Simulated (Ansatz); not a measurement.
# CH4ClFO2Sn: vertical ionisation energy

Aim: the vertical ionisation energy of CH4ClFO2Sn, as cation minus neutral at the neutral's geometry, on several levels, and how well −ε(HOMO) stands in for it.

The runs use Ansatz 0.2.0, Gaussian basis; unrestricted cation, the program's frozen cores in correlated methods.

Plan: UKS PBE-D4/def2-TZVPP; UKS r2SCAN-D4/def2-TZVPP; UKS PBE0-D4/def2-TZVPP; UKS B3LYP-D4/def2-TZVPP; UKS wB97X-V/def2-TZVPP; UKS wB97M-V/def2-TZVPP; UKS B2PLYP/def2-TZVPP; UHF-CCSD(T)/def2-TZVPP; UHF-MP2/def2-QZVPP; extrapolation to the limit; then −ε(HOMO) from the neutral's earlier runs with LDA (SPW92), PBE-D4, revPBE-D4, BLYP-D4, r2SCAN-D4, B97M-V, PBE0-D4, B3LYP-D4, r2SCANh-D4, r2SCAN0-D4, HSE06-D4, BHLYP-D4, CAM-B3LYP-D4, LC-ωPBE, ωB97X-V, ωB97M-V.

## 1. The geometry

All runs share one geometry, relaxed beforehand with PBE0-D4 in a triple-zeta def2 set. Sn takes the def2 core potential; no spin-orbit term is included.

SMILES `C[O][Sn]([OH])([F])[Cl]`, 10 atoms, charge 0, spin multiplicity 1.

Atoms are counted from 1 here; the program's logs count them from 0.

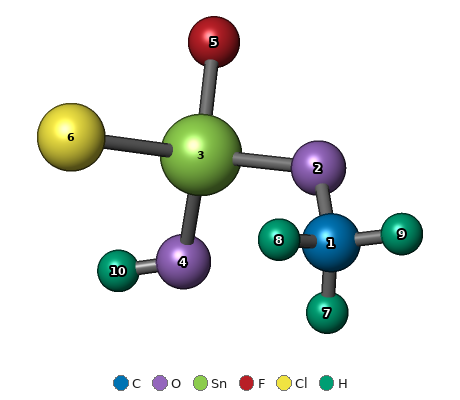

The structure; carbon blue, oxygen purple, tin green, fluorine red, chlorine yellow, hydrogen teal; atoms are numbered from 1 in the order of the file.

## 2. Cation, UKS PBE-D4/def2-TZVPP

in.yaml reads:

```yaml
crystal:
  periodic: [false, false, false]
  atoms:
    - {symbol: C, position_ang: [-1.618382, -0.600790, 0.416980]}
    - {symbol: O, position_ang: [-0.385292, -0.364938, 1.076182]}
    - {symbol: Sn, position_ang: [1.072404, 0.486143, 0.153670]}
    - {symbol: O, position_ang: [1.709744, -0.649762, -1.275573]}
    - {symbol: F, position_ang: [2.435850, 0.697275, 1.451457]}
    - {symbol: Cl, position_ang: [0.541741, 2.573861, -0.652179]}
    - {symbol: H, position_ang: [-1.506058, -1.283355, -0.432016]}
    - {symbol: H, position_ang: [-2.083575, 0.327844, 0.068037]}
    - {symbol: H, position_ang: [-2.285265, -1.064075, 1.146684]}
    - {symbol: H, position_ang: [2.202031, -0.173301, -1.950542]}
basis:
  gaussian: {orbitals: def2-TZVPP}
total_charge: 1
magnetization: {spin_polarized: true, initial_magnetization: 1}
hamiltonian: {xc: pbe, dispersion: d4}
```

Launch:

```
ansatz run in.yaml --threads 2 --pin off --events-out ev --progress --plain --max-ram 20480MiB --backend cuda --devices 0, --max-vram 18GiB
```

The log of the run:

```text
Functional definition: PBE
  name "PBE"
  cite "Perdew, Burke & Ernzerhof, Phys. Rev. Lett. 77, 3865 (1996) doi:10.1103/PhysRevLett.77.3865"
  parent pbe
  parameter kappa = 0.804
  parameter beta = 0.06672455060314922
  exchange = pbe_x(kappa = kappa, mu = beta*pi^2/3)
  correlation = pbe_c(beta = beta)
1556 factors; their error is unknown
mean field evaluation 1: about -26215.5783 eV, gradient 9.5e1 eV
mean field evaluation 2: about -25746.2517 eV, gradient 3.0e2 eV
mean field evaluation 4: about -26218.8030 eV, gradient 8.2e1 eV
mean field evaluation 8: about -26245.9933 eV, gradient 2.6e1 eV
mean field evaluation 16: about -26250.0622 eV, gradient 6.9e-1 eV
mean field evaluation 32: about -26250.1336 eV, gradient 4.0e-5 eV
mean field evaluation 64: about -26248.8161 eV, gradient 6.3e0 eV
mean field -26250.13357872 eV, -964.6746160385 hartree, gradient 2.7e-6 eV, S^2 0.752438; 10 other end points of the search recorded, 0 dependent functions left out
reference -26250.13362731 eV, -964.6746178241 hartree; 37, 36 occupied and 235, 236 virtual orbitals, 1556 factors
Total energy: -26250.35418438 eV, -964.6827231467 hartree
```

It took 8 s on 1 × H100 (card shared with other runs) with 2 threads of AMD EPYC 7R13, shared host; peak host memory 0.92 GiB.

The neutral molecule at this level: -26260.6879 eV. Difference: 10.334 eV. ⟨S²⟩ = 0.752.

## 3. Cation, UKS r2SCAN-D4/def2-TZVPP

Changes to in.yaml since step 2:

```diff
@@ -17,2 +17,2 @@
 magnetization: {spin_polarized: true, initial_magnetization: 1}
-hamiltonian: {xc: pbe, dispersion: d4}
+hamiltonian: {xc: r2scan, dispersion: d4}
```

Launched as before.

The log of the run, shortened:

```text
Functional definition: r2SCAN
  name "r2SCAN"
  cite "Furness, Kaplan, Ning, Perdew & Sun, J. Phys. Chem. Lett. 11, 8208 (2020) doi:10.1021/acs.jpclett.0c02405"
  cite "Furness, Kaplan, Ning, Perdew & Sun, J. Phys. Chem. Lett. 11, 9248 (2020) doi:10.1021/acs.jpclett.0c03077"
  parent r2scan
[...]
1556 factors; their error is unknown
[...]
mean field -26261.11607743 eV, -965.0782154218 hartree, gradient 3.5e-6 eV, S^2 0.755409; 10 other end points of the search recorded, 0 dependent functions left out
reference -26261.11609285 eV, -965.0782159885 hartree; 37, 36 occupied and 235, 236 virtual orbitals, 1556 factors
Total energy: -26261.17080714 eV, -965.0802267015 hartree
```

It took 9 s on 1 × H100 (card shared with other runs) with 2 threads of AMD EPYC 7R13, shared host; peak host memory 1 GiB.

The neutral molecule at this level: -26271.7355 eV. Difference: 10.565 eV. ⟨S²⟩ = 0.755.

## 4. Cation, UKS PBE0-D4/def2-TZVPP

Changes to in.yaml since step 3:

```diff
@@ -17,2 +17,2 @@
 magnetization: {spin_polarized: true, initial_magnetization: 1}
-hamiltonian: {xc: r2scan, dispersion: d4}
+hamiltonian: {xc: pbe0, dispersion: d4}
```

Launched as before.

The log of the run, shortened:

```text
Functional definition: PBE0
  name "PBE0"
  cite "Adamo & Barone, J. Chem. Phys. 110, 6158 (1999) doi:10.1063/1.478522"
  cite "Perdew, Burke & Ernzerhof, Phys. Rev. Lett. 77, 3865 (1996) doi:10.1103/PhysRevLett.77.3865"
  parent pbe
[...]
1660 factors; their error is unknown
[...]
mean field -26250.87119899 eV, -964.7017230835 hartree, gradient 6.9e-6 eV, S^2 0.755652; 9 other end points of the search recorded, 0 dependent functions left out
reference -26250.87123486 eV, -964.7017244016 hartree; 37, 36 occupied and 235, 236 virtual orbitals, 1660 factors
Total energy: -26251.06099780 eV, -964.7086980609 hartree
```

It took 9.6 s on 1 × H100 (card shared with other runs) with 2 threads of AMD EPYC 7R13, shared host; peak host memory 0.93 GiB.

The neutral molecule at this level: -26261.8809 eV. Difference: 10.820 eV. ⟨S²⟩ = 0.756.

## 5. Cation, UKS B3LYP-D4/def2-TZVPP

Changes to in.yaml since step 4:

```diff
@@ -17,2 +17,2 @@
 magnetization: {spin_polarized: true, initial_magnetization: 1}
-hamiltonian: {xc: pbe0, dispersion: d4}
+hamiltonian: {xc: {name: B3LYP}, dispersion: d4}
```

Same command.

The log of the run, shortened:

```text
Functional definition: B3LYP
  name "B3LYP"
  cite "Stephens, Devlin, Chabalowski & Frisch, J. Phys. Chem. 98, 11623 (1994) doi:10.1021/j100096a001"
  cite "Becke, Phys. Rev. A 38, 3098 (1988) doi:10.1103/PhysRevA.38.3098"
  cite "Lee, Yang & Parr, Phys. Rev. B 37, 785 (1988) doi:10.1103/PhysRevB.37.785"
  cite "Vosko, Wilk & Nusair, Can. J. Phys. 58, 1200 (1980) doi:10.1139/p80-159"
[...]
1619 factors; their error is unknown
[...]
mean field -26265.49748814 eV, -965.2392292953 hartree, gradient 8.4e-6 eV, S^2 0.755983; 9 other end points of the search recorded, 0 dependent functions left out
reference -26265.49777675 eV, -965.2392399018 hartree; 37, 36 occupied and 235, 236 virtual orbitals, 1619 factors
Total energy: -26265.85383172 eV, -965.2523246806 hartree
```

Wall time 12 s (1 × H100 (card shared with other runs) with 2 threads of AMD EPYC 7R13, shared host); peak host memory 0.93 GiB.

Less the neutral's -26276.7180 eV (earlier run), this gives 10.864 eV. ⟨S²⟩ = 0.756.

## 6. Cation, UKS wB97X-V/def2-TZVPP

Changes to in.yaml since step 5:

```diff
@@ -17,2 +17,2 @@
 magnetization: {spin_polarized: true, initial_magnetization: 1}
-hamiltonian: {xc: {name: B3LYP}, dispersion: d4}
+hamiltonian: {xc: {name: wB97X-V}}
```

Same command.

The log of the run, shortened:

```text
Functional definition: wB97X-V
  name "wB97X-V"
  cite "Mardirossian & Head-Gordon, Phys. Chem. Chem. Phys. 16, 9904 (2014) doi:10.1039/C3CP54374A"
  cite "Becke, J. Chem. Phys. 107, 8554 (1997) doi:10.1063/1.475007"
  cite "Vydrov & Van Voorhis, J. Chem. Phys. 133, 244103 (2010) doi:10.1063/1.3521275"
[...]
      + integral(e_c_pw_opposite_spin*poly(b97_u_opposite, cos0, cos1)) + vv10(b, c)
1616 factors; their error is unknown
327 factors; integrals over basis functions are off by at most 2.1e-5 eV
[...]
mean field -26258.05535503 eV, -964.9657359481 hartree, gradient 1.3e-5 eV, S^2 0.754852; 2 other end points of the search recorded, 0 dependent functions left out
reference -26258.05535271 eV, -964.9657358630 hartree; 37, 36 occupied and 235, 236 virtual orbitals, 1616 factors
Total energy: -26258.05535271 eV, -964.9657358630 hartree
```

It took 7.5 s on 1 × H100 (card shared with other runs) with 2 threads of AMD EPYC 7R13, shared host; peak host memory 1.1 GiB.

The neutral molecule at this level: -26269.0343 eV. Difference: 10.979 eV. ⟨S²⟩ = 0.755.

## 7. Cation, UKS wB97M-V/def2-TZVPP

Changes to in.yaml since step 6:

```diff
@@ -17,2 +17,2 @@
 magnetization: {spin_polarized: true, initial_magnetization: 1}
-hamiltonian: {xc: {name: wB97X-V}}
+hamiltonian: {xc: {name: wB97M-V}}
```

Same command.

The log of the run, shortened:

```text
Functional definition: wB97M-V
  name "wB97M-V"
  cite "Mardirossian & Head-Gordon, J. Chem. Phys. 144, 214110 (2016) doi:10.1063/1.4952647"
  cite "Becke, J. Chem. Phys. 107, 8554 (1997) doi:10.1063/1.475007"
  cite "Vydrov & Van Voorhis, J. Chem. Phys. 133, 244103 (2010) doi:10.1063/1.3521275"
  # Of w^i u^j: cxij and so on, Table III.
[...]
  gx(w, u) = 1 - cx + cx01*u + cx10*w
  gss(w, u) = css00 + css04*u^4 + css10*w + css20*w^2 + css43*w^4*u^3
  gos(w, u) = cos00 + cos10*w + (cos20 + cos21*u)*w^2 + (cos60 + cos61*u)*w^6
[...]
      + integral(e_c_pw_mod_opposite_spin*gos(b97_w_opposite, b97_u_opposite)) + vv10(b, c)
1616 factors; their error is unknown
327 factors; integrals over basis functions are off by at most 2.1e-5 eV
[...]
mean field -26258.73669036 eV, -964.9907745596 hartree, gradient 2.1e-5 eV, S^2 0.754496; 2 other end points of the search recorded, 0 dependent functions left out
reference -26258.73674844 eV, -964.9907766941 hartree; 37, 36 occupied and 235, 236 virtual orbitals, 1616 factors
Total energy: -26258.73674844 eV, -964.9907766941 hartree
```

Run time: 6 s. Hardware: 1 × H100 (card shared with other runs) with 2 threads of AMD EPYC 7R13, shared host; peak host memory 1.1 GiB.

Less the neutral's -26269.6958 eV (earlier run), this gives 10.959 eV. ⟨S²⟩ = 0.754.

## 8. Cation, UKS B2PLYP (frozen core)/def2-TZVPP

Changes to in.yaml since step 7:

```diff
@@ -17,2 +17,2 @@
 magnetization: {spin_polarized: true, initial_magnetization: 1}
-hamiltonian: {xc: {name: wB97M-V}}
+hamiltonian: {xc: {name: B2PLYP}}
```

Launched as before.

The log of the run, shortened:

```text
Functional definition: B2PLYP
  name "B2PLYP"
  cite "Grimme, J. Chem. Phys. 124, 034108 (2006) doi:10.1063/1.2148954"
  cite "Becke, Phys. Rev. A 38, 3098 (1988) doi:10.1103/PhysRevA.38.3098"
  cite "Lee, Yang & Parr, Phys. Rev. B 37, 785 (1988) doi:10.1103/PhysRevB.37.785"
[...]
1832 factors; integrals over basis functions are off by at most 8.9e-4 eV
[...]
mean field -26236.78465843 eV, -964.1840522660 hartree, gradient 7.7e-6 eV, S^2 0.758007; 4 other end points of the search recorded, 0 dependent functions left out
13 core orbitals not correlated: weight in the atoms' cores, before any rotation towards them, 1.000 or more for the frozen orbitals, at most 0.000 for the correlated occupied ones
reference -26236.78484008 eV, -964.1840589414 hartree; 24, 23 occupied and 235, 236 virtual orbitals, 1832 factors
second order -44.58589822 eV of doubles, -0.00000000 eV of singles
Total energy: -26248.82303260 eV, -964.6264543567 hartree
```

Wall time 10 s (1 × H100 (card shared with other runs) with 2 threads of AMD EPYC 7R13, shared host); peak host memory 1.3 GiB.

The neutral molecule at this level: -26259.8126 eV. Difference: 10.990 eV. ⟨S²⟩ = 0.758.

## 9. Cation, UHF-CCSD(T)/def2-TZVPP

Changes to in.yaml since step 8:

```diff
@@ -17,2 +17,3 @@
 magnetization: {spin_polarized: true, initial_magnetization: 1}
-hamiltonian: {xc: {name: B2PLYP}}
+correlation: {method: ccsd_t}
+scf: {omitted_lower_state_checks: [cluster_reference]}
```

The command is unchanged.

The log of the run, shortened:

```text
Functional definition: HF
  name "HF"
  cite "Fock, Z. Phys. 61, 126 (1930) doi:10.1007/BF01340294"
  parent pbe
[...]
1832 factors; integrals over basis functions are off by at most 8.9e-4 eV
[...]
mean field -26180.02188855 eV, -962.0980589480 hartree, gradient 2.8e-6 eV, S^2 0.761582; 14 other end points of the search recorded, 0 dependent functions left out
13 core orbitals not correlated: weight in the atoms' cores, before any rotation towards them, 1.000 or more for the frozen orbitals, at most 0.000 for the correlated occupied ones
reference -26180.02188855 eV, -962.0980589480 hartree; 24, 23 occupied and 235, 236 virtual orbitals, 1832 factors
second order -36.61398563 eV of doubles, -0.00000000 eV of singles
cycle   1  -36.42449622 eV  change    1.9e-1 eV  update   1.5e-1
[...]
cycle  21  -37.56940992 eV  change   -5.6e-5 eV  update   3.3e-5
perturbative correction -1.35933573 eV, -0.0499546667 hartree
Total energy: -26218.95063419 eV, -963.5286639636 hartree
Checks for a lower state left out: cluster_reference
```

It took 37 s on 1 × H100 (card shared with other runs) with 2 threads of AMD EPYC 7R13, shared host; peak host memory 0.91 GiB.

The neutral molecule at this level: -26229.9949 eV. Difference: 11.044 eV. ⟨S²⟩ = 0.762. T1 = 0.022 (report).

## 10. Cation, UHF-MP2/def2-QZVPP

Changes to in.yaml since step 9:

```diff
@@ -14,6 +14,6 @@
 basis:
-  gaussian: {orbitals: def2-TZVPP}
+  gaussian: {orbitals: "def2-QZVPP.json"}
 total_charge: 1
 magnetization: {spin_polarized: true, initial_magnetization: 1}
-correlation: {method: ccsd_t}
+correlation: {method: mp2}
 scf: {omitted_lower_state_checks: [cluster_reference]}
```

Launched as before.

The log of the run, shortened:

```text
Functional definition: HF
  name "HF"
  cite "Fock, Z. Phys. 61, 126 (1930) doi:10.1007/BF01340294"
  parent pbe
[...]
3071 factors; integrals over basis functions are off by at most 8.0e-4 eV
[...]
mean field -26180.87739589 eV, -962.1294982627 hartree, gradient 4.8e-6 eV, S^2 0.761666; 14 other end points of the search recorded, 0 dependent functions left out
13 core orbitals not correlated: weight in the atoms' cores, before any rotation towards them, 1.000 or more for the frozen orbitals, at most 0.000 for the correlated occupied ones
reference -26180.87739589 eV, -962.1294982627 hartree; 24, 23 occupied and 463, 464 virtual orbitals, 3071 factors
second order -44.91320723 eV of doubles, -0.00000000 eV of singles
Total energy: -26225.79060312 eV, -963.7800281853 hartree
Checks for a lower state left out: cluster_reference
```

Wall time 15 s (1 × H100 (card shared with other runs) with 2 threads of AMD EPYC 7R13, shared host); peak host memory 1.2 GiB.

The neutral molecule at this level: -26237.3758 eV. Difference: 11.585 eV. ⟨S²⟩ = 0.762.

## 11. From triple and quadruple zeta to the limit

This step is arithmetic on the last runs, with X = 3 and 4: exp(−7.88√X) for Hartree-Fock, X^−2.97 for correlation; only MP2 was run in the larger set, so CCSD(T) minus MP2 is added from the smaller one.

| level | energy at the limit (eV) |
| --- | --- |
| HF | -26180.9952 |
| MP2 | -26232.0560 |
| CCSD | -26233.0114 |
| CCSD(T) | -26234.3708 |

This is no true limit for total energies: MP2 correlation changes by a factor of 1.23 from triple to quadruple zeta (about 1.07 in light molecules), because outer-core shells are correlated in sets not made for them. Much of that cancels between molecule and atoms or ions.

The neutral's limit, from its own earlier runs, is -26245.6218 eV in the additive form (MP2 limit plus CCSD(T) minus MP2 in triple zeta), in which the cation has -26234.3708 eV.

## 12. The ladder

| method | ionisation energy (eV) | from CCSD(T)/CBS (eV) | time |
| --- | --- | --- | --- |
| PBE-D4 | 10.33 | -0.92 | 11 s |
| r2SCAN-D4 | 10.56 | -0.69 | 13 s |
| PBE0-D4 | 10.82 | -0.43 | 13 s |
| B3LYP-D4 | 10.86 | -0.39 | 16 s |
| ωB97X-V | 10.98 | -0.27 | 9.7 s |
| ωB97M-V | 10.96 | -0.29 | 9.1 s |
| B2PLYP | 10.99 | -0.26 | 12 s |
| HF/def2-TZVPP | 9.77 | -1.48 |  |
| MP2/def2-TZVPP | 11.47 | +0.22 |  |
| CCSD/def2-TZVPP | 11.00 | -0.25 |  |
| CCSD(T)/def2-TZVPP | 11.04 | -0.21 | 42 s |
| CCSD(T)/CBS | 11.25 | 0 | 60 s |

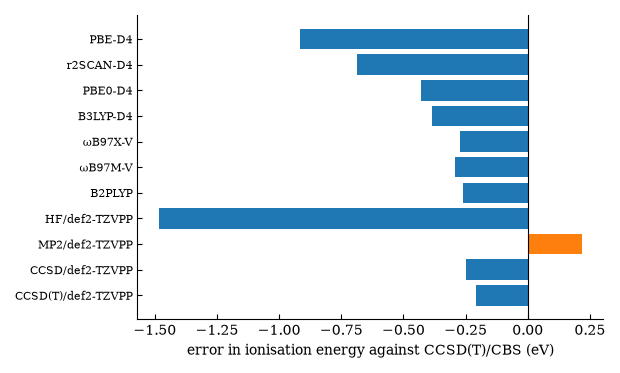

Deviations from CCSD(T)/CBS, method by method.

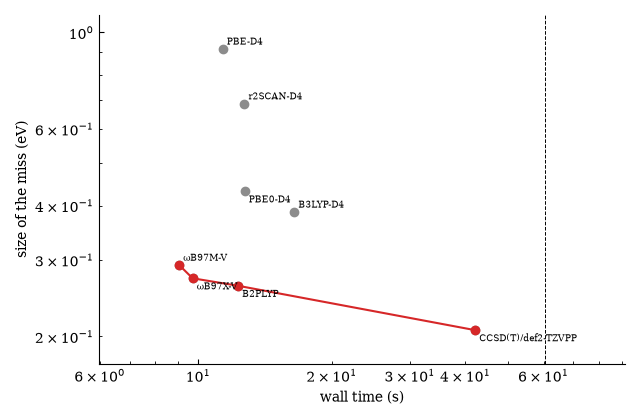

Miss against cost. Red marks the levels that no quicker level drawn beats (of those quicker than the yardstick), and the dashed line is the time of CCSD(T)/CBS. Times are from a shared host. Runs this short are mostly start-up, so their order is noise.

Times add the cation's run and the neutral's; HF, MP2 and CCSD come out of the CCSD(T) runs.

Orbital estimates, from the neutral's runs:

| functional | −ε(HOMO) (eV) | by energy difference (eV) |
| --- | --- | --- |
| LDA (SPW92) | 7.23 |  |
| PBE-D4 | 7.07 | 10.33 |
| revPBE-D4 | 7.00 |  |
| BLYP-D4 | 6.99 |  |
| r2SCAN-D4 | 7.43 | 10.56 |
| B97M-V | 7.54 |  |
| PBE0-D4 | 8.70 | 10.82 |
| B3LYP-D4 | 8.46 | 10.86 |
| r2SCANh-D4 | 8.04 |  |
| r2SCAN0-D4 | 8.96 |  |
| HSE06-D4 | 8.29 |  |
| BHLYP-D4 | 10.29 |  |
| CAM-B3LYP-D4 | 10.18 |  |
| LC-ωPBE | 11.53 |  |
| ωB97X-V | 11.20 | 10.98 |
| ωB97M-V | 11.12 | 10.96 |

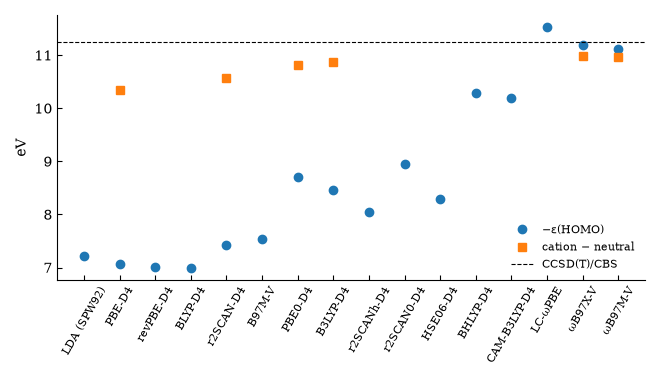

Orbital estimates and energy differences by functional.

## 13. What came out

```
                        quantity               value
  ionisation energy, CCSD(T)/CBS            11.25 eV
nearest functional by difference   B2PLYP (-0.26 eV)
                nearest −ε(HOMO)  ωB97X-V (-0.05 eV)
                 −ε(HOMO) of PBE             7.07 eV
                T1 of the cation               0.022
```

What this shows: By cation minus neutral, the functionals miss by 0.92 eV at most. −ε(HOMO) of PBE misses by 4.2 eV, since self-interaction lifts the level. Among orbital estimates ωB97X-V comes nearest. Hartree-Fock falls 1.48 eV short, as the neutral has more correlation energy than the cation. The cation may have settled in a state other than its lowest; no search over hole states beyond the program's own was made. Correlated methods include outer-core shells of Sn, which these sets cover unevenly. With outer-core shells in play the reference is unsure by up to some tenths of an eV, so close misses can't be ranked.

CCSD(T)/def2-TZVPP reaches 0.21 eV from the reference in 42 s, where CCSD(T)/CBS took 60 s.
